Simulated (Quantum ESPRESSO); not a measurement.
# Collinear magnetic orders of CrClO with Quantum ESPRESSO, part 2 of 2

Does CrClO prefer parallel or opposed moments, or none?

Quantum ESPRESSO 7.5; PBEsol; plane waves with GBRV 1.5 PBEsol potentials, no spin-orbit coupling.

So far, absolute magnetization (μB): step 2 (run 1, typed as ferro ++) 6.23.

## Step 3: Start 2: antiferro +−

The input, pw.in:

```
&CONTROL
  calculation = 'scf'
  prefix = 'pwscf'
  outdir = './tmp'
  pseudo_dir = './pseudo'
  disk_io = 'nowf'
/
&SYSTEM
  ibrav = 0
  celldm(1) = 8
  nat = 6
  ntyp = 4
  ecutwfc = 40
  ecutrho = 280
  nbnd = 37
  occupations = 'smearing'
  smearing = 'fd'
  degauss = 0.00367493
  nspin = 2
  starting_magnetization(1) = 0.2143
  starting_magnetization(2) = -0.2143
  starting_magnetization(3) = 0
  starting_magnetization(4) = 0
/
&ELECTRONS
  conv_thr = 1.2d-08
  electron_maxstep = 150
  mixing_beta = 0.3
/
ATOMIC_SPECIES
Cr1    51.9961 cr_pbesol_v1.5.uspp.F.UPF
Cr2    51.9961 cr_pbesol_v1.5.uspp.F.UPF
Cl     35.4500 cl_pbesol_v1.4.uspp.F.UPF
O      15.9990 o_pbesol_v1.2.uspp.F.UPF
CELL_PARAMETERS alat
   0.7535461548307    0.0000000000000    0.0000000000000
   0.0000000000000    0.9133425581106    0.0000000000000
   0.0000000000000    0.0000000000000    1.8784965310651
ATOMIC_POSITIONS crystal
Cr1     0.0000000000    0.0000000000    0.1060403200
Cr2     0.5000000000    0.5000000000    0.8939596800
Cl      0.0000000000    0.5000000000    0.6814219400
Cl      0.5000000000    0.0000000000    0.3185780600
O       0.5000000000    0.0000000000    0.9478179000
O       0.0000000000    0.5000000000    0.0521821000
K_POINTS automatic
6 6 6 0 0 0
```

The run is started by

```sh
> OMP_NUM_THREADS=1 mpirun -n 4 pw.x -nk 4 -in pw.in > pw.out
```

The program printed:

```text
[banner, memory and clock lines left out]
Program PWSCF v.7.5 starts

     Message from routine setup:
     using ibrav=0 with symmetry is DISCOURAGED, use correct ibrav instead

     bravais-lattice index     =            0
     lattice parameter (alat)  =       8.0000  a.u.
     unit-cell volume          =     661.9481 (a.u.)^3
     number of atoms/cell      =            6
     number of atomic types    =            4
     number of electrons       =        54.00
     number of Kohn-Sham states=           37
     kinetic-energy cutoff     =      40.0000  Ry
     charge density cutoff     =     280.0000  Ry
     scf convergence threshold =      1.2E-08
     mixing beta               =       0.3000
     number of iterations used =            8  plain     mixing
     Exchange-correlation= SLA  PW   PSX  PSC
                           (   1   4  10   8   0   0   0)

     celldm(1)=   8.000000  celldm(2)=   0.000000  celldm(3)=   0.000000
     celldm(4)=   0.000000  celldm(5)=   0.000000  celldm(6)=   0.000000

     crystal axes: (cart. coord. in units of alat)
               a(1) = (   0.753546   0.000000   0.000000 )
               a(2) = (   0.000000   0.913343   0.000000 )
               a(3) = (   0.000000   0.000000   1.878497 )

     reciprocal axes: (cart. coord. in units 2 pi/alat)
               b(1) = (  1.327059  0.000000  0.000000 )
               b(2) = (  0.000000  1.094879  0.000000 )
               b(3) = (  0.000000  0.000000  0.532341 )

     PseudoPot. # 1 for Cr read from file:
     cr_pbesol_v1.5.uspp.F.UPF
     Pseudo is Ultrasoft + core correction, Zval = 14.0

     PseudoPot. # 2 for Cr read from file:
     cr_pbesol_v1.5.uspp.F.UPF
     Pseudo is Ultrasoft + core correction, Zval = 14.0

     PseudoPot. # 3 for Cl read from file:
     cl_pbesol_v1.4.uspp.F.UPF
     Pseudo is Ultrasoft + core correction, Zval =  7.0

     PseudoPot. # 4 for O  read from file:
     o_pbesol_v1.2.uspp.F.UPF
     Pseudo is Ultrasoft + core correction, Zval =  6.0

     atomic species   valence    mass     pseudopotential
     Cr1              14.00    51.99610     Cr( 1.00)
     Cr2              14.00    51.99610     Cr( 1.00)
     Cl                7.00    35.45000     Cl( 1.00)
     O                 6.00    15.99900     O ( 1.00)

     Starting magnetic structure
     atomic species   magnetization
     Cr1             0.214
     Cr2            -0.214
     Cl              0.000
     O               0.000

      4 Sym. Ops. (no inversion) found

   Cartesian axes

     site n.     atom                  positions (alat units)
         1        Cr1    tau(   1) = (   0.0000000   0.0000000   0.1991964  )
         2        Cr2    tau(   2) = (   0.3767731   0.4566713   1.6793002  )
         3        Cl     tau(   3) = (   0.0000000   0.4566713   1.2800488  )
         4        Cl     tau(   4) = (   0.3767731   0.0000000   0.5984478  )
         5        O      tau(   5) = (   0.3767731   0.0000000   1.7804726  )
         6        O      tau(   6) = (   0.0000000   0.4566713   0.0980239  )

     number of k points=    64  Fermi-Dirac smearing, width (Ry)=  0.0037
                       cart. coord. in units 2pi/alat
        k(    1) = (   0.0000000   0.0000000   0.0000000), wk =   0.0046296
        k(    2) = (   0.0000000   0.0000000   0.0887234), wk =   0.0092593
        k(    3) = (   0.0000000   0.0000000   0.1774469), wk =   0.0092593
        k(    4) = (   0.0000000   0.0000000  -0.2661703), wk =   0.0046296
        k(    5) = (   0.0000000   0.1824799   0.0000000), wk =   0.0092593
        [... 59 further k-points ...]

     Dense  grid:    52363 G-vectors     FFT dimensions: (  36,  40,  81)

     Smooth grid:    22633 G-vectors     FFT dimensions: (  25,  30,  64)

     Check: negative core charge=   -0.000005
     Generating pointlists ...
     new r_m :   0.1929 (alat units)  1.5436 (a.u.) for type    1
     new r_m :   0.1929 (alat units)  1.5436 (a.u.) for type    2
     new r_m :   0.2264 (alat units)  1.8116 (a.u.) for type    3
     new r_m :   0.1929 (alat units)  1.5436 (a.u.) for type    4

     Initial potential from superposition of free atoms

     starting charge      52.0000, renormalised to      54.0000

     negative rho (up, down):  1.645E-02 1.645E-02
     Starting wfcs are   36 randomized atomic wfcs +    1 random wfcs

     Self-consistent Calculation

     iteration #  1     ecut=    40.00 Ry     beta= 0.30
     Davidson diagonalization with overlap
     ethr =  1.00E-02,  avg # of iterations =  5.1

     negative rho (up, down):  1.647E-02 1.647E-02

     total energy              =    -481.75195729 Ry
     estimated scf accuracy    <       1.45617734 Ry

     total magnetization       =    -0.00 Bohr mag/cell
     absolute magnetization    =     5.80 Bohr mag/cell

     iteration #  2     ecut=    40.00 Ry     beta= 0.30
     Davidson diagonalization with overlap
     ethr =  2.70E-03,  avg # of iterations =  2.0

     negative rho (up, down):  1.648E-02 1.648E-02

     total energy              =    -482.00597848 Ry
     estimated scf accuracy    <       0.16004070 Ry

     total magnetization       =    -0.00 Bohr mag/cell
     absolute magnetization    =     6.07 Bohr mag/cell

     [... further iterations left out ...]

     iteration # 12     ecut=    40.00 Ry     beta= 0.30
     Davidson diagonalization with overlap
     ethr =  1.87E-10,  avg # of iterations =  3.3

     negative rho (up, down):  1.756E-02 1.756E-02

     total energy              =    -482.04140860 Ry
     estimated scf accuracy    <       0.00000009 Ry

     total magnetization       =    -0.00 Bohr mag/cell
     absolute magnetization    =     6.16 Bohr mag/cell

     iteration # 13     ecut=    40.00 Ry     beta= 0.30
     Davidson diagonalization with overlap
     ethr =  1.72E-10,  avg # of iterations =  2.6

     negative rho (up, down):  1.756E-02 1.756E-02

     Magnetic moment per site  (integrated on atomic sphere of radius R)
     atom   1 (R=0.193)  charge= 10.9022  magn=  2.3587
     atom   2 (R=0.193)  charge= 10.9022  magn= -2.3587
     atom   3 (R=0.226)  charge=  5.0279  magn=  0.0005
     atom   4 (R=0.226)  charge=  5.0279  magn= -0.0005
     atom   5 (R=0.193)  charge=  5.4551  magn= -0.0145
     atom   6 (R=0.193)  charge=  5.4551  magn=  0.0145

     End of self-consistent calculation

     Number of k-points >= 100: set verbosity='high' to print the bands.

     the Fermi energy is     7.2030 ev

!    total energy              =    -482.04140883 Ry
     estimated scf accuracy    <          8.4E-09 Ry
     smearing contrib. (-TS)   =      -0.00000034 Ry
     internal energy E=F+TS    =    -482.04140849 Ry

     The total energy is F=E-TS. E is the sum of the following terms:
     one-electron contribution =    -492.42600033 Ry
     hartree contribution      =     264.62536427 Ry
     xc contribution           =     -77.70108329 Ry
     ewald contribution        =    -176.53968915 Ry

     total magnetization       =     0.00 Bohr mag/cell
     absolute magnetization    =     6.16 Bohr mag/cell

     convergence has been achieved in  13 iterations
```

It took 50 s on 4 MPI ranks of Intel Xeon 6975P-C (Granite Rapids), shared host; peak memory 0.72 GiB.

Spin moment in the atom's sphere by atom:

| atom | spin moment in the atom's sphere (μB) |
| --- | --- |
| Cr1 | 2.36 |
| Cr2 | -2.36 |
| Cl3 | 0.00 |
| Cl4 | 0.00 |
| O5 | -0.01 |
| O6 | 0.01 |

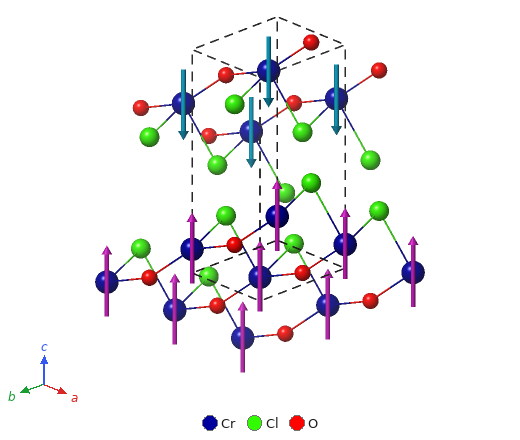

Spin moment in the atom's sphere as arrows, the longest 2.36 μB. Up and down stand for the sign. Arrows give size and sign along the axis of quantisation, drawn up and down the page. The two directions have two colours. 2×2×1 cells are drawn. Some periodic images of atoms are drawn too.

Read from the output:

```yaml
smearing_term_ts: 4.67e-6 eV
magnetization: 0 μB
absolute_magnetization: 6.163 μB
final_state: antiferromagnetic
```

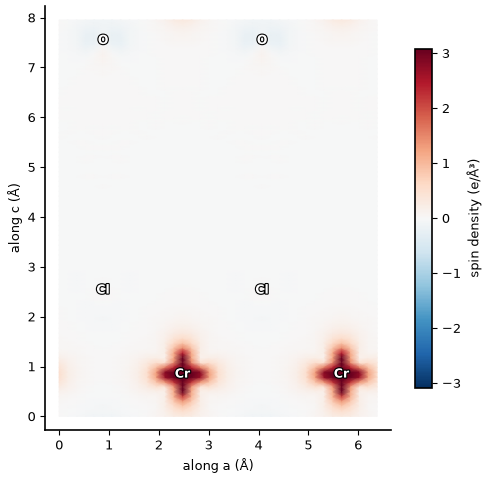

Spin density in the ac plane at fractional y = 0.000, with atoms of Cr and Cl and O within 0.2 Å of it. The map starts off the cell's origin, so that atoms lie inside it.

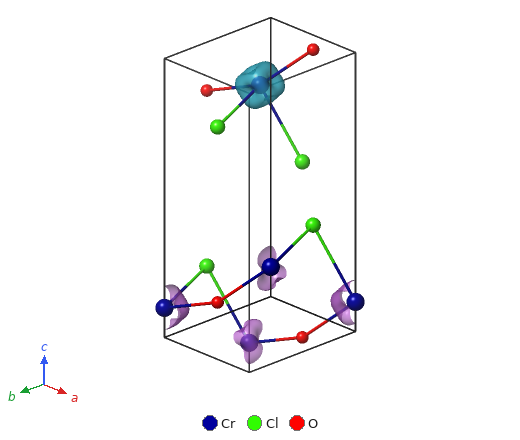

Surfaces of spin density = ±0.92 e/Å³, which hold about 50 % of the integral of its size. The two colours are the two signs.

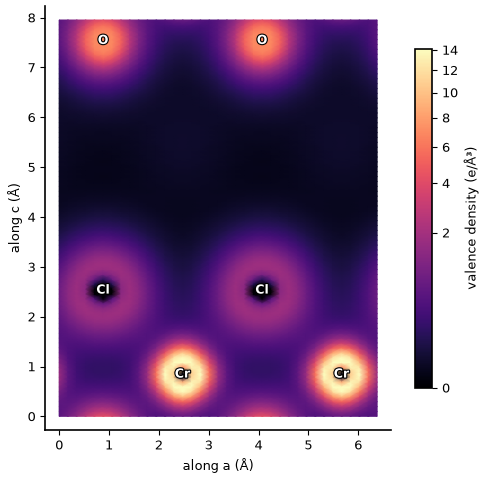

Valence density in the ac plane at fractional y = 0.000, with atoms of Cr and Cl and O within 0.2 Å of it. It is the smooth field of the valence electrons, not physical close to the nuclei. The map starts off the cell's origin, so that atoms lie inside it. The colour scale is stretched toward low values.

## Step 4: Run 3, typed as no spin polarisation

pw.in, as its differences from that of step 3:

```diff
@@ -11,3 +11,3 @@
   nat = 6
-  ntyp = 4
+  ntyp = 3
   ecutwfc = 40
@@ -18,7 +18,2 @@
   degauss = 0.00367493
-  nspin = 2
-  starting_magnetization(1) = 0.2143
-  starting_magnetization(2) = -0.2143
-  starting_magnetization(3) = 0
-  starting_magnetization(4) = 0
 /
@@ -30,4 +25,3 @@
 ATOMIC_SPECIES
-Cr1    51.9961 cr_pbesol_v1.5.uspp.F.UPF
-Cr2    51.9961 cr_pbesol_v1.5.uspp.F.UPF
+Cr     51.9961 cr_pbesol_v1.5.uspp.F.UPF
 Cl     35.4500 cl_pbesol_v1.4.uspp.F.UPF
@@ -39,4 +33,4 @@
 ATOMIC_POSITIONS crystal
-Cr1     0.0000000000    0.0000000000    0.1060403200
-Cr2     0.5000000000    0.5000000000    0.8939596800
+Cr      0.0000000000    0.0000000000    0.1060403200
+Cr      0.5000000000    0.5000000000    0.8939596800
 Cl      0.0000000000    0.5000000000    0.6814219400
```

The program printed:

```text
     [... lines left out ...]
Program PWSCF v.7.5 starts
     [... lines left out ...]
     number of atoms/cell      =            6
     [... lines left out ...]
     number of electrons       =        54.00
     number of Kohn-Sham states=           37
     kinetic-energy cutoff     =      40.0000  Ry
     charge density cutoff     =     280.0000  Ry
     scf convergence threshold =      1.2E-08
     [... lines left out ...]
      8 Sym. Ops., with inversion, found ( 4 have fractional translation)
     [... lines left out ...]
     number of k points=    64  Fermi-Dirac smearing, width (Ry)=  0.0037
     [... lines left out ...]
     iteration # 12     ecut=    40.00 Ry     beta= 0.30
     [... lines left out ...]
     the Fermi energy is     7.1891 ev
!    total energy              =    -481.84536643 Ry
     estimated scf accuracy    <          5.6E-09 Ry
     smearing contrib. (-TS)   =      -0.00871715 Ry
     [... lines left out ...]
     convergence has been achieved in  12 iterations
```

It took 27 s on 4 MPI ranks; peak memory 0.53 GiB.

Read from the output:

```yaml
smearing_term_ts: 0.1186 eV
final_state: non-magnetic (no spin polarisation)
```

## Step 5: Ranking

An order is kept where moments of 0.15 μB or more survive with the typed signs; meshes match where a doubled cell samples the same k points as the first cell.

Orders:

```
               start        final state  typed order kept  energy over the lowest (meV a seeded atom)  largest site moment (μB)  net moment (μB a cell of the first run)  mesh matched  CPU time (s)
            ferro ++      ferromagnetic               yes                                           0                     2.413                                        6           yes         215.1
        antiferro +-  antiferromagnetic               yes                                        10.1                     2.359                                        0           yes         200.7
no spin polarisation       non-magnetic                 -                                        1344                         0                                        0           yes         106.7
```

## Step 6: Results

- lowest state found: ferromagnetic (from ferro ++)
- largest site moment: 2.41 μB
- next state with moments: antiferromagnetic, 10.1 meV a seeded atom higher
- state without moments: 1344 meV a seeded atom higher

What this shows: Forming the moments gains more than four times the spread of the orders, as local moments do. This is the lowest of 3 collinear or spinless starts, no proof of the ground state. No Hubbard term acts here. In such compounds local and semilocal functionals without one often delocalise the d electrons, and can shrink or lose moments and miss the size, sign and order of the couplings.

[Logs and program files are shortened in this print: banners, set-up blocks, solver, clock and traceback lines can be left out without a mark of their own.]

[Logs are printed without paths, hosts, clocks, repeated set-up lines and the standing remarks that a program may print on its own settings, such as how far it seeks lower states.]

[Hosts, paths, dates, database ids (printed as entryN), source tags and the programs' standing remarks are cut or masked in the printed files.]

[Where a cell is said to come from a database of computed structures, the database is the Materials Project.]
